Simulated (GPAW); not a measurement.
# MgNi3C (Pm-3m): the Ni K absorption edge, part 2 of 3

How does the Ni K edge of MgNi3C (Pm-3m) move when the bonds are compressed or stretched?

GPAW 26.7.0; X-ray absorption from dipole matrix elements to empty bands, plane-wave PAW LDA.

So far. Step 2 (The field without a hole): The mesh shows no gap, so the system is treated as a metal and the core electron is put at the Fermi level (neutral cell).

## Step 4: Spectrum with XCH, Ni atom 1

The holes are 5.4 Å apart. In GPAW the data set carries the hole's charge, so charge=0 means a charged cell and charge=-1 a neutral one. The excited electron is kept in the cell, where it fills the lowest empty states and screens the hole. After the field has converged, empty bands are computed with the density fixed and the dipole matrix elements are summed.

The absorber has 2 C at 1.90 Å (linear, site symmetry 4/mmm).

File xas.py:

```python
import numpy as np
from ase import Atoms
from ase.parallel import parprint, paropen
from gpaw import GPAW, PW, FermiDirac, Mixer, MixerDif, setup_paths
from gpaw.test import gen
setup_paths.insert(0, '.')
gen('Ni', name='fch1s', xcname='LDA', corehole=(1, 0, 1), write_xml=True)
from gpaw.mpi import world
world.barrier()

atoms = Atoms('Ni6Mg2C2',
    cell=[[3.8089, 0, 3.8089],
     [0, 3.8089, 3.8089],
     [-3.8089, 0, 3.8089]],
    scaled_positions=[[0, 0.5, 0.5],
     [0.5, 0.5, 0],
     [0.5, 0, 0],
     [0, 0, 0.5],
     [0, 0.5, 0],
     [0.5, 0.5, 0.5],
     [0, 0, 0],
     [0.5, 0, 0.5],
     [0.25, 0.5, 0.75],
     [0.75, 0.5, 0.25]],
    magmoms=[2.0, 2.0, 2.0, 2.0, 2.0, 2.0, 0.0, 0.0, 0.0, 0.0],
    pbc=True)
atoms.calc = calc = GPAW(legacy_gpaw=True, mode=PW(430), xc='LDA', setups={0: 'fch1s'},
    kpts={'size': (4, 4, 4), 'gamma': True}, occupations=FermiDirac(0.1),
    charge=-1, mixer=MixerDif(0.05, 8, 50), maxiter=150,
    convergence={'density': 0.0001}, txt='scf.txt')
energy = atoms.get_potential_energy() + calc.get_reference_energy()
ef = calc.get_fermi_level()
out = dict(energy=energy, fermi=ef, forces=atoms.get_forces().tolist(), magmoms=atoms.get_magnetic_moments().tolist())
parprint(f'all-electron energy {energy:.4f} eV, Fermi level {ef:.4f} eV')
ev = np.array([[calc.get_eigenvalues(k, s) for k in range(len(calc.get_ibz_k_points()))] for s in range(calc.get_number_of_spins())])
out['homo'], out['lumo'], out['counts'] = ev[ev < ef].max(), ev[ev > ef].min(), sorted(set((ev < ef).sum((0, 2)).tolist()))
out['filled'] = (ev[:, 0] < ef).sum(1).tolist()

from ase.units import Ha
from gpaw.xas import dipole_matrix_elements
nb = int(calc.get_number_of_electrons() / 2) + 99
top, nb = nb, nb + 8 + nb // 12
nscf = calc.fixed_density(kpts={'size': (5, 5, 5), 'gamma': True}, nbands=nb,
    convergence={'bands': top, 'eigenstates': 1e-5}, maxiter=60, txt='nscf.txt')
cell = atoms.cell.array
ops = [cell.T @ U.T @ np.linalg.inv(cell.T) for U in nscf.wfs.kd.symmetry.op_scc]
E = np.arange(-6, 34, 0.1)
fwhm = np.interp(E, [4, 25], [1.44, 3.5])
Y, X, zero, highest = 0, 0, 1e9, 1e9
for spin in range(nscf.get_number_of_spins()):
    wfs = nscf.wfs
    A = dipole_matrix_elements(wfs.setups[0])
    eps = np.zeros((wfs.kd.nibzkpts, nb))
    d = np.zeros((3, A.shape[1], wfs.kd.nibzkpts, nb), complex)
    for kpt in wfs.kpt_u:
        if kpt.s == spin and 0 in kpt.P_ani:
            eps[kpt.k] = kpt.eps_n * Ha
            d[:, :, kpt.k] = (kpt.weight * wfs.nspins / 2) ** 0.5 * np.inner(A, kpt.P_ani[0])
    world.sum(eps)
    world.sum(d)
    T = np.einsum('amkn,bmkn->abkn', d, d.conj()).real
    T = sum(np.einsum('ai,ijkn,bj->abkn', R, T, R) for R in ops) / len(ops)
    empty = eps > ef
    zero, highest = min(zero, eps[empty].min()), min(highest, eps[:, top - 1].min())
    lines = [(eps, T, empty)] if spin == 0 else lines + [(eps, T, empty)]
for eps, T, empty in lines:
    f = np.einsum('aakn->akn', T).reshape(3, -1)
    x = eps.ravel() - zero
    w = np.interp(x, E, fwhm) / 2.35482
    g = np.exp(-0.5 * ((E[:, None] - x) / w) ** 2) / (w * (2 * np.pi) ** 0.5)
    Y = Y + (f * empty.ravel()) @ g.T
    X = X + (f * ~empty.ravel()) @ g.T
out.update(E=E.round(2).tolist(), xas=Y.tolist(), xes=X.tolist(), zero=zero, valid=highest - zero, nk=len(eps), nb=nb)
for i in range(0, len(E), 10):
    parprint(f'{E[i]:7.2f}', *(f'{v:10.3e}' for v in Y[:, i]))
import json
with paropen('out.json', 'w') as f:
    json.dump(out, f)
```

Started as:

```bash
$ OMP_NUM_THREADS=1 mpirun -n 2 gpaw python xas.py
```

Numbers of over 12 decimals in the logs are rounded to 6 here.

What it wrote:

```text
Input parameters:
  charge: -1
  convergence: {density: 0.0001}
  kpts: {gamma: True,
         size: (4, 4, 4)}
  maxiter: 150
  mixer: {backend: pulay,
          beta: 0.05,
          method: difference,
          nmaxold: 8,
          weight: 50}
  mode: {ecut: 430.0,
         name: pw}
  occupations: {fixmagmom: False,
                name: fermi-dirac,
                width: 0.1}
  setups: {0: fch1s}

Initialize ...

[... PAW data sets ...]

Reference energy: -252339.252681  # eV

Spin-polarized calculation.
Initial magnetic moment: 12.000000

[... convergence settings ...]
Symmetries present (total): 8
  [... symmetry matrices ...]

64 k-points: 4 x 4 x 4 Monkhorst-Pack grid + [1/8,1/8,1/8]
18 k-points in the irreducible part of the Brillouin zone
       k-points in crystal coordinates                weights
   0:     0.00000000    0.00000000    0.00000000          1/64
   1:     0.25000000   -0.25000000   -0.25000000          2/64
   2:     0.25000000   -0.25000000    0.25000000          2/64
   3:     0.25000000    0.00000000   -0.25000000          4/64
   4:     0.25000000    0.00000000    0.00000000          4/64
   5:     0.25000000    0.25000000   -0.25000000          2/64
   6:     0.25000000    0.25000000    0.00000000          4/64
   7:     0.25000000    0.25000000    0.25000000          2/64
   8:     0.50000000    0.00000000    0.00000000          2/64
   9:     0.50000000    0.00000000    0.25000000          8/64
          ...
  17:     0.50000000    0.50000000    0.50000000          1/64

Wave functions: Plane wave expansion
  Cutoff energy: 430.000 eV
  Number of coefficients (min, max): 2221, 2252
  Pulay-stress correction: 0.000000 eV/Ang^3 (de/decut=0.000000)
  Using FFTW library
  Wavefunction extrapolation:
    Improved wavefunction reuse through dual PAW basis

Occupation numbers: Fermi-Dirac:
  width: 0.1000  # eV

Eigensolver
   Davidson(niter=2)

Densities:
  Coarse grid: 27*27*27 grid
  Fine grid: 54*54*54 grid
  Total Charge: 0.000000

Density mixing:
  Method: difference
  Backend: pulay
  Linear mixing parameter: 0.05
  old densities: 8
  Width of damping distribution: 1.1
  Damping of long wavelength oscillations: 50

[... Hamiltonian set-up ...]
Number of atoms: 10
Number of atomic orbitals: 96
Number of bands in calculation: 87
Number of valence electrons: 125
Bands to converge: occupied

... initialized

Initializing position-dependent things.

Density initialized from atomic densities
Creating initial wave functions:
  87 bands from LCAO basis set

         C   Ni   C

         Ni       Ni
            Mg

             Ni
       Ni       Ni

            Mg

Atomic positions and initial magnetic moments

Positions:
   0 Ni    -1.904450    1.904450    3.808900    ( 0.0000,  0.0000,  2.0000)
   1 Ni     1.904450    1.904450    3.808900    ( 0.0000,  0.0000,  2.0000)
   2 Ni     1.904450    0.000000    1.904450    ( 0.0000,  0.0000,  2.0000)
   3 Ni    -1.904450    0.000000    1.904450    ( 0.0000,  0.0000,  2.0000)
   4 Ni     0.000000    1.904450    1.904450    ( 0.0000,  0.0000,  2.0000)
   5 Ni     0.000000    1.904450    5.713350    ( 0.0000,  0.0000,  2.0000)
   6 Mg     0.000000    0.000000    0.000000    ( 0.0000,  0.0000,  0.0000)
   7 Mg     0.000000    0.000000    3.808900    ( 0.0000,  0.0000,  0.0000)
   8 C     -1.904450    1.904450    5.713350    ( 0.0000,  0.0000,  0.0000)
   9 C      1.904450    1.904450    5.713350    ( 0.0000,  0.0000,  0.0000)

Unit cell:
           periodic     x           y           z      points  spacing
  1. axis:    yes    3.808900    0.000000    3.808900    27     0.1629
  2. axis:    yes    0.000000    3.808900    3.808900    27     0.1411
  3. axis:    yes   -3.808900    0.000000    3.808900    27     0.1629

  Lengths:   5.386598   5.386598   5.386598
  Angles:   60.000000  90.000000  60.000000

Effective grid spacing dv^(1/3) = 0.1777

[...]
iter:  14  -120.570227c  -4.97  -3.58    -0.0119
iter:  15  -120.570169c  -6.11  -4.02c   -0.0125
iter:  16  -120.570136c  -7.04  -4.10c   -0.0127
iter:  17  -120.570096c  -6.91  -4.19c   -0.0128
iter:  18  -120.570112c  -8.00c -4.77c   -0.0129

Converged after 18 iterations.

Dipole moment: (0.000000, -0.000000, -0.000000) |e|*Ang

Total magnetic moment: (0.000000, 0.000000, -0.012889)
Local magnetic moments:
   0 Ni ( 0.000000,  0.000000, -0.008912)
   1 Ni ( 0.000000,  0.000000, -0.000300)
   2 Ni ( 0.000000,  0.000000, -0.000831)
   3 Ni ( 0.000000,  0.000000, -0.000831)
   4 Ni ( 0.000000,  0.000000, -0.000831)
   5 Ni ( 0.000000,  0.000000, -0.000831)
   6 Mg ( 0.000000,  0.000000,  0.000138)
   7 Mg ( 0.000000,  0.000000,  0.000138)
   8 C  ( 0.000000,  0.000000,  0.000116)
   9 C  ( 0.000000,  0.000000,  0.000116)

Energy contributions relative to reference atoms: (reference = -252339.252681)

Kinetic:       +100.113126
Potential:      -83.369566
External:        +0.000000
XC:            -137.059698
Entropy (-ST):   -0.201288
Local:           -0.153330
SIC:             +0.000000
--------------------------
Free energy:   -120.670757
Extrapolated:  -120.570112

Spin contamination: 0.006011 electrons
Showing only first 2 kpts
                      Up                     Down
 Kpt  Band  Eigenvalues  Occupancy  Eigenvalues  Occupancy
  0    60      6.79322    0.99960      6.79179    0.99961
  0    61      6.86088    0.99922      6.85987    0.99923
  0    62      6.86088    0.99922      6.85987    0.99923
  0    63      7.02952    0.99579      7.02844    0.99584

  1    60      6.91387    0.99867      6.90886    0.99874
  1    61      7.35760    0.89899      7.35551    0.90087
  1    62      7.68509    0.25183      7.67886    0.26375
  1    63      8.30057    0.00071      8.29803    0.00073

Fermi level: 7.57621

No gap
No difference between direct/indirect transitions

Forces in eV/Ang:
  0 Ni   -0.00000    0.00000    0.00000
  1 Ni    0.00000    0.00000   -0.00000
  2 Ni    0.00000    0.00000    0.00000
  3 Ni    0.00000    0.00000    0.00000
  4 Ni    0.00000    0.00000    0.00000
  5 Ni    0.00000    0.00000    0.00000
  6 Mg    0.00000    0.00000    0.00000
  7 Mg    0.00000   -0.00000   -0.00000
  8 C     0.00000   -0.00000    0.69327
  9 C     0.00000    0.00000   -0.69327
Scalar-relativistic atomic LDA calculation for Ni (Nickel, Z=28)
Core hole in 1s state (1s occupation: 1.0)
600 radial gridpoints.
|------------------------------------------------|
|------------------------------------------------|
[... the atom generator's iteration count ...]

Energy contributions:
-------------------------
Kinetic:    +1223.879998
XC:           -53.069850
Potential:  -2381.487479
-------------------------
Total:      -1210.677332

state      eigenvalue         ekin         rmax
-----------------------------------------------
1s^1.0 :  -313.251645   396.006150        0.035
2s^2.0 :   -38.906168    76.597504        0.200
2p^6.0 :   -34.441347    76.049442        0.159
3s^2.0 :    -4.869961    17.150216        0.620
3p^6.0 :    -3.433483    15.489639        0.618
3d^8.0 :    -0.952222    10.900287        0.583
4s^2.0 :    -0.570148     1.970813        1.987
4p^0.0 :    -0.336120     1.272665        2.418
-----------------------------------------------
(units: Bohr and Hartree)

Generating PAW setup
Kinetic energy of the core from tauc = 1048.795935
Cutoffs:
rc(s)=2.200
rc(p)=2.280
rc(d)=2.150
rc(vbar)=2.220
rc(comp)=2.180
rc(nct)=2.280

Kinetic energy of the core states: 1039.798244
Charge: 1.0
Core electrons: 11.0
Valence electrons: 16.0
Pseudo-core charge: 0.029719
Shape function alpha=2.104
Pseudo-electron charge 3.652668
state    eigenvalue         norm
--------------------------------
4s(2) :    -0.570148     1.118509
*s    :     0.429852
3p(6) :    -3.433483     0.035119
4p(0) :    -0.336120     1.018635
3d(8) :    -0.952222     0.146902
*d    :     0.047778
--------------------------------

Diagonalizing with gridspacing h=0.050

state   all-electron     PAW
-------------------------------
4s:      -0.570148    -0.570533
3p:      -3.433483    -3.434132
3d:      -0.952222    -0.952912
*f:                   -0.019534
-------------------------------
all-electron energy -252459.8228 eV, Fermi level 7.5762 eV
  -6.00  1.054e-29  1.054e-29  7.004e-30
  -5.00  2.797e-23  2.797e-23  2.126e-23
  -4.00  5.387e-18  5.387e-18  4.830e-18
  -3.00  7.730e-14  7.730e-14  8.419e-14
  -2.00  8.554e-11  8.554e-11  1.146e-10
  -1.00  7.756e-09  7.756e-09  1.249e-08
  -0.00  6.919e-08  6.919e-08  1.194e-07
[...]
31.00  2.356e-07  2.356e-07  3.657e-07
  32.00  2.411e-07  2.411e-07  3.592e-07
  33.00  2.458e-07  2.458e-07  3.238e-07
```

Run time: 6.5 min. Hardware: 2 MPI ranks of Arm Neoverse V2, shared host; peak memory 0.74 GiB.

The Ni K spectrum, Ni atom 1, excited-electron core hole (neutral cell) (energy from the lowest empty level; intensity scaled to a mean of 1 over the first 20 eV):

```tsv
E (eV)	intensity
-2.0	0.00
-0.5	0.12
1.0	0.36
2.5	0.47
4.0	0.67
5.5	0.80
7.0	1.20
8.5	1.02
10.0	0.79
11.5	0.88
13.0	0.94
14.5	1.27
16.0	1.56
17.5	1.57
19.0	1.52
20.5	1.67
22.0	1.55
23.5	1.37
25.0	1.40
26.5	1.32
28.0	1.03
29.5	0.86
31.0	0.88
```

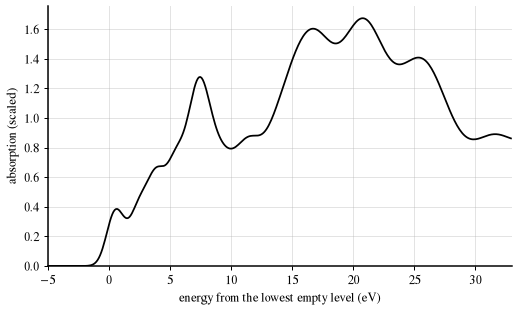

The Ni K edge, Ni atom 1, excited-electron core hole (neutral cell): main maxima at 16.7, 20.8 and 25.3 eV.

Main maxima below 30 eV (height): 0.7 eV (0.39), 7.5 eV (1.28), 16.7 eV (1.60), 20.8 eV (1.67) and 25.3 eV (1.41). A K edge sees empty p states, which here mix into the lowest empty bands, so that weight starts at the zero.

The total-energy difference is 8311.85 eV. The tabulated edge of the element is 8333 eV. The functional leaves an error in such absolute values: in the free atom LDA prices this hole 17.6 eV below PBE (computed apart), and PBE is itself good to a few eV.

## Step 5: Reference energy of the supercell

The cell and mesh change for the next run, so it gets a reference energy of its own.

The cell differs from the one that the last finished run ended in (a 5.387 → 5.220 Å, b 5.387 → 5.220 Å, c 5.387 → 5.220 Å).

File scf.py:

```python
import numpy as np
from ase import Atoms
from ase.parallel import parprint, paropen
from gpaw import GPAW, PW, FermiDirac, Mixer, MixerDif, setup_paths
from gpaw.test import gen
setup_paths.insert(0, '.')
gen('Ni', name='nch1s', xcname='LDA', corehole=(1, 0, 0), write_xml=True)
from gpaw.mpi import world
world.barrier()

atoms = Atoms('Ni6Mg2C2',
    cell=[[3.69102258, 0, 3.69102258],
     [0, 3.69102258, 3.69102258],
     [-3.69102258, 0, 3.69102258]],
    scaled_positions=[[0, 0.5, 0.5],
     [0.5, 0.5, 0],
     [0.5, 0, 0],
     [0, 0, 0.5],
     [0, 0.5, 0],
     [0.5, 0.5, 0.5],
     [0, 0, 0],
     [0.5, 0, 0.5],
     [0.25, 0.5, 0.75],
     [0.75, 0.5, 0.25]],
    magmoms=[2.0, 2.0, 2.0, 2.0, 2.0, 2.0, 0.0, 0.0, 0.0, 0.0],
    pbc=True)
atoms.calc = calc = GPAW(legacy_gpaw=True, mode=PW(430), xc='LDA', setups={0: 'nch1s'},
    kpts={'size': (5, 5, 5), 'gamma': True}, occupations=FermiDirac(0.1),
    charge=0, mixer=MixerDif(0.05, 8, 50), maxiter=150,
    convergence={'density': 0.0001}, txt='scf.txt')
energy = atoms.get_potential_energy() + calc.get_reference_energy()
ef = calc.get_fermi_level()
out = dict(energy=energy, fermi=ef, forces=atoms.get_forces().tolist(), magmoms=atoms.get_magnetic_moments().tolist())
parprint(f'all-electron energy {energy:.4f} eV, Fermi level {ef:.4f} eV')
ev = np.array([[calc.get_eigenvalues(k, s) for k in range(len(calc.get_ibz_k_points()))] for s in range(calc.get_number_of_spins())])
out['homo'], out['lumo'], out['counts'] = ev[ev < ef].max(), ev[ev > ef].min(), sorted(set((ev < ef).sum((0, 2)).tolist()))
out['filled'] = (ev[:, 0] < ef).sum(1).tolist()
import json
with paropen('out.json', 'w') as f:
    json.dump(out, f)
```

Started as:

```bash
$ OMP_NUM_THREADS=1 mpirun -n 2 gpaw python scf.py
```

What it wrote:

```text
Input parameters:
  convergence: {density: 0.0001}
  kpts: {gamma: True,
         size: (5, 5, 5)}
  maxiter: 150
  mixer: {backend: pulay,
          beta: 0.05,
          method: difference,
          nmaxold: 8,
          weight: 50}
  mode: {ecut: 430.0,
         name: pw}
  occupations: {fixmagmom: False,
                name: fermi-dirac,
                width: 0.1}
  setups: {0: nch1s}

Initialize ...

[...]
*s    :     0.784720
3p(6) :    -2.618967     0.052480
4p(0) :    -0.049170     1.003908
3d(8) :    -0.335915     0.225674
*d    :     0.664085
--------------------------------

Diagonalizing with gridspacing h=0.050

state   all-electron     PAW
-------------------------------
4s:      -0.215280    -0.215531
3p:      -2.618967    -2.619713
3d:      -0.335915    -0.336667
*f:                    0.071842
-------------------------------
all-electron energy -260771.7440 eV, Fermi level 8.6721 eV
[key lines of the parts left out:]
Converged after 17 iterations.
Dipole moment: (-0.000000, -0.000000, -0.000000) |e|*Ang
Free energy:    -76.233101
Fermi level: 8.67211
```

The job ended after 2.5 min (2 MPI ranks; peak memory 0.43 GiB; 5 min of CPU time).

Reference energy: -260771.744 eV with the cores included.

## Step 6: Spectrum with XCH, Ni atom 1

Shorter bonds are expected to push antibonding states and scattering resonances up, and longer ones down; the cell is scaled to test that.

Changed against the first core-hole run: volume scale from 1 to 0.91; the field's mesh follows (4×4×4 to 5×5×5).

Edit xas.py of step 4 so:

```diff
@@ -11,5 +11,5 @@
 atoms = Atoms('Ni6Mg2C2',
-    cell=[[3.8089, 0, 3.8089],
-     [0, 3.8089, 3.8089],
-     [-3.8089, 0, 3.8089]],
+    cell=[[3.69102258, 0, 3.69102258],
+     [0, 3.69102258, 3.69102258],
+     [-3.69102258, 0, 3.69102258]],
     scaled_positions=[[0, 0.5, 0.5],
@@ -27,3 +27,3 @@
 atoms.calc = calc = GPAW(legacy_gpaw=True, mode=PW(430), xc='LDA', setups={0: 'fch1s'},
-    kpts={'size': (4, 4, 4), 'gamma': True}, occupations=FermiDirac(0.1),
+    kpts={'size': (5, 5, 5), 'gamma': True}, occupations=FermiDirac(0.1),
     charge=-1, mixer=MixerDif(0.05, 8, 50), maxiter=150,
@@ -40,3 +40,3 @@
 from gpaw.xas import dipole_matrix_elements
-nb = int(calc.get_number_of_electrons() / 2) + 99
+nb = int(calc.get_number_of_electrons() / 2) + 93
 top, nb = nb, nb + 8 + nb // 12
```

Started as:

```bash
$ OMP_NUM_THREADS=1 mpirun -n 2 gpaw python xas.py
```

What it wrote:

```text
Input parameters:
  charge: -1
  convergence: {density: 0.0001}
  kpts: {gamma: True,
         size: (5, 5, 5)}
  maxiter: 150
  mixer: {backend: pulay,
          beta: 0.05,
          method: difference,
          nmaxold: 8,
          weight: 50}
  mode: {ecut: 430.0,
         name: pw}
  occupations: {fixmagmom: False,
                name: fermi-dirac,
                width: 0.1}
  setups: {0: fch1s}

[...]
4s:      -0.570148    -0.570533
3p:      -3.433483    -3.434132
3d:      -0.952222    -0.952912
*f:                   -0.019534
-------------------------------
all-electron energy -252459.7452 eV, Fermi level 8.7891 eV
  -6.00  1.232e-29  1.232e-29  6.788e-30
  -5.00  3.217e-23  3.217e-23  2.030e-23
  -4.00  6.078e-18  6.078e-18  4.541e-18
  -3.00  8.586e-14  8.586e-14  7.873e-14
[...]
32.00  2.320e-07  2.320e-07  3.531e-07
  33.00  2.367e-07  2.367e-07  3.708e-07
[key lines of the parts left out:]
Converged after 18 iterations.
Dipole moment: (-0.000000, -0.000000, -0.000000) |e|*Ang
Free energy:   -120.568381
Fermi level: 8.78911
```

Run time: 5.7 min. Hardware: 2 MPI ranks; peak memory 0.67 GiB.

```tsv
E (eV)	first run	this run
-2.0	0.00	0.00
-1.0	0.03	0.03
0.0	0.27	0.31
1.0	0.36	0.41
2.0	0.37	0.38
3.0	0.55	0.56
4.0	0.67	0.74
5.0	0.72	0.74
6.0	0.88	0.89
7.0	1.20	1.17
8.0	1.19	1.36
9.0	0.89	1.03
10.0	0.79	0.82
11.0	0.85	0.80
12.0	0.88	0.88
13.0	0.94	0.89
14.0	1.14	0.97
15.0	1.39	1.20
16.0	1.56	1.43
17.0	1.60	1.59
18.0	1.53	1.62
19.0	1.52	1.56
20.0	1.63	1.52
21.0	1.67	1.60
22.0	1.55	1.69
23.0	1.40	1.63
24.0	1.36	1.48
25.0	1.40	1.41
26.0	1.38	1.46
27.0	1.23	1.51
28.0	1.03	1.43
29.0	0.89	1.24
30.0	0.86	1.04
31.0	0.88	0.92
32.0	0.89	0.91
```

Against the first run the r.m.s. difference is 12 %. The highest intensity below 24 eV goes from 20.8 eV (1.67) to 22.2 eV (1.69).

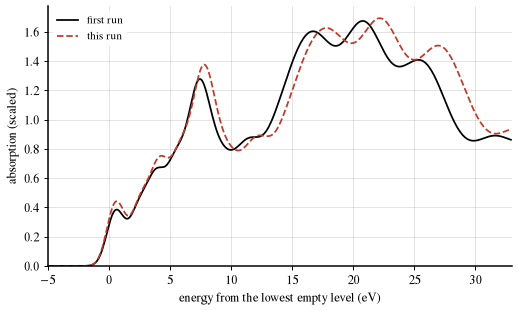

The effect of the change (volume scale from 1 to 0.91).

The photon energy of the zero moves by +0.15 eV.

(Continued in part 3 of 3.)

[Banner, clock and machine lines of the logs are left out without a mark of their own.]

[Logs are printed without paths, hosts, clocks, repeated set-up lines and the standing remarks that a program may print on its own settings, such as how far it seeks lower states.]

[Hosts, paths, dates, database ids (printed as entryN), source tags and the programs' standing remarks are cut or masked in the printed files.]

[Lists of maxima count a maximum above −3 eV only where it reaches 4 % of the highest in the window and stands out from its surroundings by 2 % of it (1.5 % where it reaches 55 %); shoulders and weaker maxima are passed over, and of the rest the first, up to two pre-edge ones and the few strongest are named.]
